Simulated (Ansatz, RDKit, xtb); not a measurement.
**C3H2F4S: which of the isomers drawn lies lowest?**

A sample of isomers of C3H2F4S is drawn. Aim: find which of them has the lowest free energy at 298.15 K, then its properties. The sample is small against all isomers, and the most stable one of this formula need not be in it.

Plan: many cheap relaxations first (GFN2-xTB), then density-functional screening, relaxation at PBE0-D3(BJ)/def2-SVP, vibrations (at GFN2-xTB) and a final energy. The numbers are computed, not measured.

## Step 1: Possible bonding patterns

Isomers were taken from a list of plausible structures; this is a sample, not all of them. That gives 7 candidates.

| label | SMILES | spin |
| --- | --- | --- |
| c108 | FC[C@]1(F)SC1(F)F | singlet |
| c365 | F[C@@H]1S[C@@H]1C(F)(F)F | singlet |
| c622 | C=C(F)SC(F)(F)F | singlet |
| c764 | FCC(=S)C(F)(F)F | singlet |
| c910 | FC(F)(F)[C@]1(F)CS1 | singlet |
| c920 | FC1(F)CSC1(F)F | singlet |
| c941 | FC(F)C(=S)C(F)F | singlet |

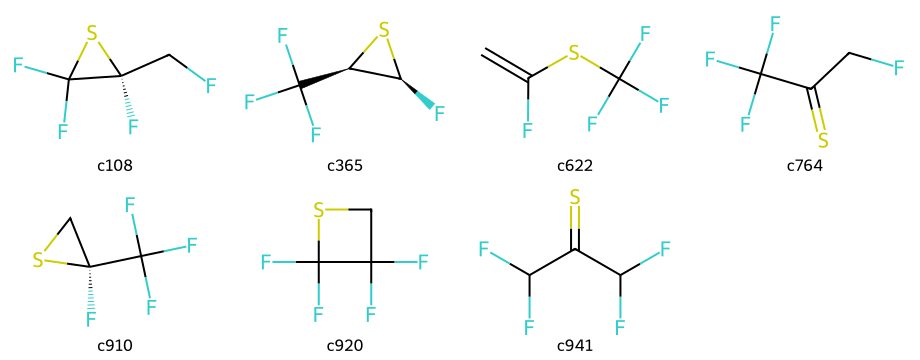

Structural formulas of the candidates.

Candidates are built by distance geometry, with a force field where one applies, in up to four conformers (letters a to d).

## Step 2: First filter: tight binding

All 11 starts are relaxed the same way. One of them, c108a (taken from a list of plausible isomers, embedded by distance geometry and MMFF94), in full:

start.xyz

```xyz
10
c108a
C      2.065903    -0.420712    -0.696952
C      0.757069    -0.542388     0.020661
C      0.489540     0.306134     1.210791
F      3.035529    -1.106745    -0.068153
F      0.301842    -1.884118     0.147126
F     -0.072158    -0.140445     2.334303
F      1.461694     1.266542     1.612321
S     -0.449735     0.640183    -0.174402
H      1.990402    -0.857554    -1.713834
H      2.401420     0.614427    -0.827192
```

On the command line:

```console
$ xtb start.xyz --gfn 2 --opt
```

Log, shortened:

```text
* xtb version 6.7.1
[...]
          :  # basis functions                  40          :
[...]
          :  # electrons                        48          :
[...]
          :  Hamiltonian                  GFN2-xTB          :
[...]
          :  net charge                          0          :
          :  unpaired electrons                  0          :
[...]
   *** convergence criteria satisfied after 11 iterations ***
[...]
   *** GEOMETRY OPTIMIZATION CONVERGED AFTER 12 ITERATIONS ***
[...]
   *** convergence criteria satisfied after 3 iterations ***
[...]
         ::                     SUMMARY                     ::
         :::::::::::::::::::::::::::::::::::::::::::::::::::::
         :: total energy             -29.576657362470 Eh    ::
         :: gradient norm              0.000626252014 Eh/a0 ::
         :: HOMO-LUMO gap              3.801372405744 eV    ::
         ::.................................................::
         :: SCC energy               -29.698112589136 Eh    ::
         :: -> isotropic ES            0.051057476126 Eh    ::
         :: -> anisotropic ES          0.004065172556 Eh    ::
         :: -> anisotropic XC         -0.015902741494 Eh    ::
         :: -> dispersion             -0.006781747188 Eh    ::
         :: repulsion energy           0.121455226666 Eh    ::
         :: add. restraining           0.000000000000 Eh    ::
         :: total charge               0.000000000000 e     ::
         :::::::::::::::::::::::::::::::::::::::::::::::::::::
[...]
        24        2.0000           -0.4407970             -11.9947 (HOMO)
        25                         -0.3010991              -8.1933 (LUMO)
[...]
     #   Z          covCN         q      C6AA      α(0)
     1   6 C        3.620     0.098    19.391     6.350
     2   6 C        3.708     0.185    17.787     6.028
     3   6 C        3.517     0.364    16.333     5.963
     4   9 F        0.785    -0.214    11.383     3.985
     5   9 F        0.793    -0.182    11.055     3.928
     6   9 F        0.794    -0.163    10.859     3.893
     7   9 F        0.795    -0.177    11.001     3.918
     8  16 S        1.976    -0.100   145.217    20.282
     9   1 H        0.924     0.098     1.803     2.100
    10   1 H        0.924     0.091     1.867     2.137
[...]
     #   Z sym  total        # sym  WBO       # sym  WBO       # sym  WBO
 ---------------------------------------------------------------------------
     1   6 C    3.907 --     2 C    0.979    10 H    0.963     9 H    0.959
                             4 F    0.957
     2   6 C    3.887 --     1 C    0.979     5 F    0.977     3 C    0.952
                             8 S    0.895
     3   6 C    3.862 --     6 F    0.991     7 F    0.976     2 C    0.952
                             8 S    0.899
     4   9 F    1.035 --     1 C    0.957
     5   9 F    1.107 --     2 C    0.977
     6   9 F    1.138 --     3 C    0.991
     7   9 F    1.119 --     3 C    0.976
     8  16 S    2.030 --     3 C    0.899     2 C    0.895
     9   1 H    0.990 --     1 C    0.959
    10   1 H    0.992 --     1 C    0.963
[...]
molecular dipole:
                 x           y           z       tot (Debye)
 q only:        0.055       0.374      -1.004
   full:        0.078       0.324      -0.981       2.633
molecular quadrupole (traceless):
[...]
          | TOTAL ENERGY              -29.576657362470 Eh   |
          | GRADIENT NORM               0.000626252014 Eh/α |
          | HOMO-LUMO GAP               3.801372405744 eV   |
           -------------------------------------------------
[...]
```

It took 0.15 s on 2 threads of Intel Xeon at 2.70GHz, shared host.

## Step 3: Distinct minima at GFN2-xTB

11 of the 11 relaxations converged. 11 distinct structures remain:

| label | start | SMILES after | spin | energy (kcal/mol) |
| --- | --- | --- | --- | --- |
| c920a | drawn | FC1(F)CSC1(F)F | singlet | 0.0 |
| c365a | drawn | F[C@@H]1S[C@@H]1C(F)(F)F | singlet | 0.6 |
| c910a | drawn | FC(F)(F)[C@]1(F)CS1 | singlet | 2.2 |
| c764a | drawn | FCC(=S)C(F)(F)F | singlet | 8.1 |
| c108a | drawn | FC[C@]1(F)SC1(F)F | singlet | 10.9 |
| c108b | drawn | FC[C@]1(F)SC1(F)F | singlet | 11.2 |
| c108c | drawn | FC[C@]1(F)SC1(F)F | singlet | 11.4 |
| c941c | drawn | FC(F)C(=S)C(F)F | singlet | 12.9 |
| c622a | drawn | C=C(F)SC(F)(F)F | singlet | 13.3 |
| c941a | drawn | FC(F)C(=S)C(F)F | singlet | 13.5 |
| c941b | drawn | FC(F)C(=S)C(F)F | singlet | 14.6 |

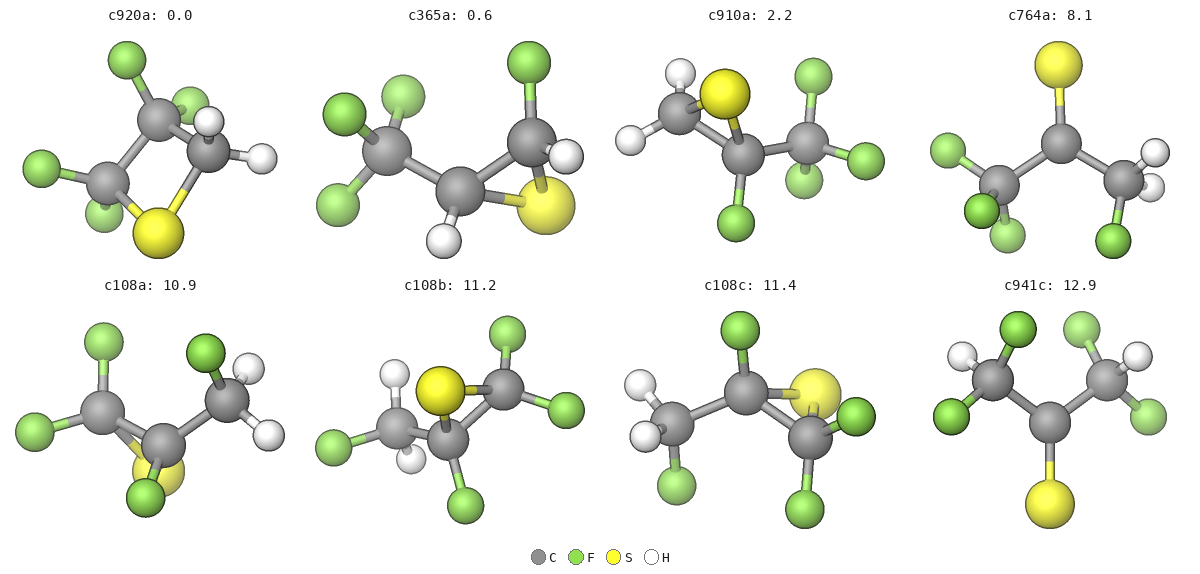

The 8 lowest minima that did not fall apart, with their GFN2-xTB energies in kcal/mol.

## Step 4: Second filter: single points

A choice of the minima (the low ones first, few conformers of a pattern, up to a cap) and the lowest that fell apart get a single point at r2SCAN-D4/def2-SVP on the tight-binding geometry, and one at HF/STO-3G for comparison. The lowest singlets are also tried as triplets at the same geometry (label ending in t). Within 30 kcal/mol but not screened, among others: c108c, c941b. The first, c920a:

input.yaml

```yaml
crystal:
  periodic: [false, false, false]
  atoms:
    - {symbol: C, position_ang: [0.557938, -1.045635, 0.174368]}
    - {symbol: C, position_ang: [-0.254128, -0.110407, 1.068036]}
    - {symbol: C, position_ang: [0.843041, -0.025694, -0.960516]}
    - {symbol: F, position_ang: [1.680920, -1.515432, 0.749943]}
    - {symbol: F, position_ang: [-0.127555, -2.122706, -0.254341]}
    - {symbol: F, position_ang: [2.140610, 0.247304, -1.144201]}
    - {symbol: F, position_ang: [0.346950, -0.373413, -2.153237]}
    - {symbol: S, position_ang: [-0.095672, 1.293933, -0.099232]}
    - {symbol: H, position_ang: [0.221534, 0.083584, 2.027321]}
    - {symbol: H, position_ang: [-1.284431, -0.433420, 1.202007]}
basis:
  gaussian: {orbitals: def2-SVP}
scf: {lower_state_search: off}
hamiltonian: {xc: r2scan, dispersion: d4}
```

On the command line:

```console
$ ansatz run input.yaml --threads 2 --pin off --max-ram 4350MiB --events-out events.jsonl --progress --plain --runs-dir runs
```

Log, shortened:

```text
Warning: RAYON_NUM_THREADS=2 ignored (pool sized by the plan → 2); use --threads N
Functional definition: r2SCAN
  name "r2SCAN"
[...]
1387 factors; their error is unknown
[...]
mean field -24824.51279780 eV, -912.2840186600 hartree, gradient 9.5e-6 eV, S^2 0.000000; 0 other end points of the search recorded, 0 dependent functions left out
reference -24824.51280348 eV, -912.2840188689 hartree; 36, 36 occupied and 90, 90 virtual orbitals, 1387 factors
Total energy: -24824.57655809 eV, -912.2863618076 hartree
Checks for a lower state left out: stability, starts, cluster_reference, orbital_swaps, neighbouring_geometries, increment
```

Wall time 2.1 s (2 threads of Intel Xeon at 2.70GHz, shared host).

Relative energies in kcal/mol, each column from its lowest structure that stays in one piece:

| label | SMILES | spin | GFN2-xTB | HF/STO-3G | r2SCAN-D4/def2-SVP |
| --- | --- | --- | --- | --- | --- |
| c910a | FC(F)(F)[C@]1(F)CS1 | singlet | 2.2 | 17.8 | 0.0 |
| c365a | F[C@@H]1S[C@@H]1C(F)(F)F | singlet | 0.6 | 17.4 | 0.2 |
| c920a | FC1(F)CSC1(F)F | singlet | 0.0 | 0.0 | 4.3 |
| c764a | FCC(=S)C(F)(F)F | singlet | 8.1 | 34.4 | 6.9 |
| c622a | C=C(F)SC(F)(F)F | singlet | 13.3 | 22.8 | 12.5 |
| c941c | FC(F)C(=S)C(F)F | singlet | 12.9 | 40.7 | 14.6 |
| c941a | FC(F)C(=S)C(F)F | singlet | 13.5 | 41.1 | 15.3 |
| c108a | FC[C@]1(F)SC1(F)F | singlet | 10.9 | 28.7 | 19.7 |
| c108b | FC[C@]1(F)SC1(F)F | singlet | 11.2 | 27.8 | 19.9 |
| c910at | FC(F)(F)[C@]1(F)CS1 | triplet | – | – | 109.6 |
| c365at | F[C@@H]1S[C@@H]1C(F)(F)F | triplet | – | – | 110.8 |
| c920at | FC1(F)CSC1(F)F | triplet | – | – | 116.2 |

## Step 5: Refinement at PBE0-D3(BJ)/def2-SVP

6 candidates are relaxed at PBE0-D3(BJ)/def2-SVP (chosen among the lowest in one piece). The first, c910a:

input.yaml

```yaml
crystal:
  periodic: [false, false, false]
  atoms:
    - symbol: C
      position_ang: [0.575177, -0.455196, 1.280378]
    - symbol: C
      position_ang: [-0.075894, -0.145714, -0.060154]
    - symbol: C
      position_ang: [0.554949, -0.591418, -1.326819]
    - symbol: F
      position_ang: [0.238093, 0.416306, 2.229038]
    - symbol: F
      position_ang: [1.907546, -0.447209, 1.180700]
    - symbol: F
      position_ang: [0.224680, -1.672699, 1.715103]
    - symbol: F
      position_ang: [-1.423394, -0.237716, 0.044026]
    - symbol: S
      position_ang: [0.593661, 1.193165, -1.040968]
    - symbol: H
      position_ang: [-0.112088, -0.925591, -2.110683]
    - symbol: H
      position_ang: [1.507148, -1.103062, -1.276804]
basis:
  gaussian:
    orbitals: def2-SVP
magnetization:
  spin_polarized: false
hamiltonian:
  xc: pbe0
  dispersion: d3bj
scf:
  lower_state_search: off
relax:
  f_tol: 0.006
```

On the command line:

```console
$ ansatz run input.yaml --threads 2 --pin off --max-ram 4350MiB --events-out events.jsonl --progress --plain --runs-dir runs
```

Log, shortened:

```text
Warning: RAYON_NUM_THREADS=2 ignored (pool sized by the plan → 2); use --threads N
[...]
Functional definition: PBE0
  name "PBE0"
[...]
1343 factors; integrals over basis functions are off by at most 2.6e-4 eV
[...]
mean field -24814.16132487 eV, -911.9036090462 hartree, gradient 2.4e-6 eV, S^2 0.000000; 0 other end points of the search recorded, 0 dependent functions left out
[...]
reference -24814.16134093 eV, -911.9036096364 hartree; 36, 36 occupied and 90, 90 virtual orbitals, 1343 factors
relax step   1: F+E_penalty+E_count = -24814.36143422 eV  Δ(F+E_penalty+E_count) = +0.000e0 eV  max|allowed force component| = 6.194e-1 eV/Å  Δτ_max = 0.0000 Å  (16 SCF iters, accepted)
[...]
relax step   7: F+E_penalty+E_count = -24814.39156564 eV  Δ(F+E_penalty+E_count) = -4.340e-5 eV  max|allowed force component| = 6.819e-3 eV/Å  Δτ_max = 0.0083 Å  (20 SCF iters, accepted)
[...]
Atom 1 at    -0.068120    -0.144124    -0.060176 Å, force    -0.001899    -0.001040    -0.000433 eV/Å
Atom 2 at     0.561057    -0.584932    -1.316162 Å, force    -0.000248     0.001182     0.000371 eV/Å
Atom 3 at     0.244999     0.437246     2.195572 Å, force    -0.000365    -0.001388    -0.000792 eV/Å
Atom 4 at     1.907365    -0.478877     1.169865 Å, force     0.001787    -0.000205     0.000321 eV/Å
Atom 5 at     0.183458    -1.657020     1.700881 Å, force    -0.000254     0.001293    -0.000308 eV/Å
Atom 6 at    -1.402247    -0.269250     0.057043 Å, force    -0.000721     0.000869     0.000155 eV/Å
Atom 7 at     0.576295     1.211535    -1.024733 Å, force     0.000393    -0.001825     0.000388 eV/Å
Atom 8 at    -0.127413    -0.935435    -2.091962 Å, force     0.000082    -0.000261     0.000383 eV/Å
Atom 9 at     1.531706    -1.089699    -1.273883 Å, force     0.000801     0.000577    -0.000321 eV/Å
Dipole moment:     0.127949    -0.191073    -0.357190 e Å
Checks for a lower state left out: stability, starts, cluster_reference, orbital_swaps, neighbouring_geometries, increment
```

Wall time 24 s (2 threads of Intel Xeon at 2.70GHz, shared host).

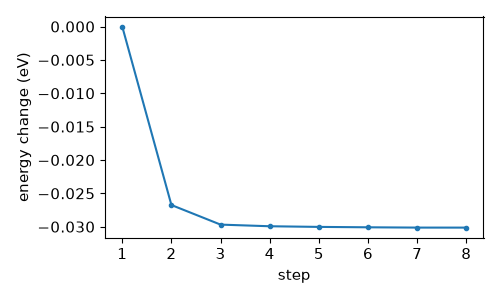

Energy along the run, all evaluated steps.

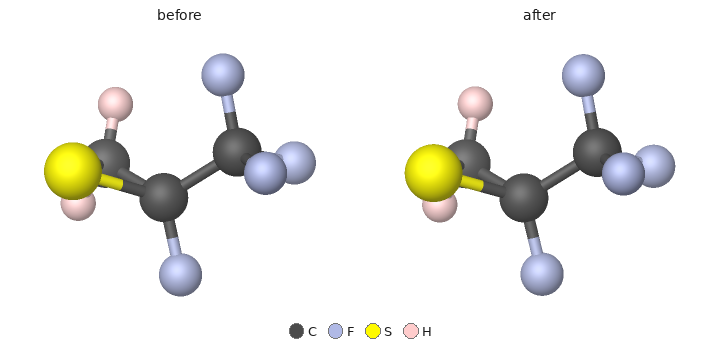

Before and after, at one scale.

After the run. Bond lengths: C1–C2 1.520 Å, C2–C3 1.472 Å, C1–F4 1.327 Å, C1–F5 1.329 Å, C1–F6 1.332 Å, C2–F7 1.345 Å, C2–S8 1.784 Å, C3–S8 1.820 Å, C3–H9 1.095 Å, C3–H10 1.095 Å. Some angles: C1–C2–C3 120.4°, C1–C2–F7 109.2°, C1–C2–S8 118.6°, C3–C2–F7 118.1°, C3–C2–S8 67.2°, F7–C2–S8 118.4°, C2–C1–F4 111.1°, C2–C1–F5 111.0°, C2–C1–F6 109.7°, F4–C1–F5 108.7°.

(Part 1 of 2 ends here.)
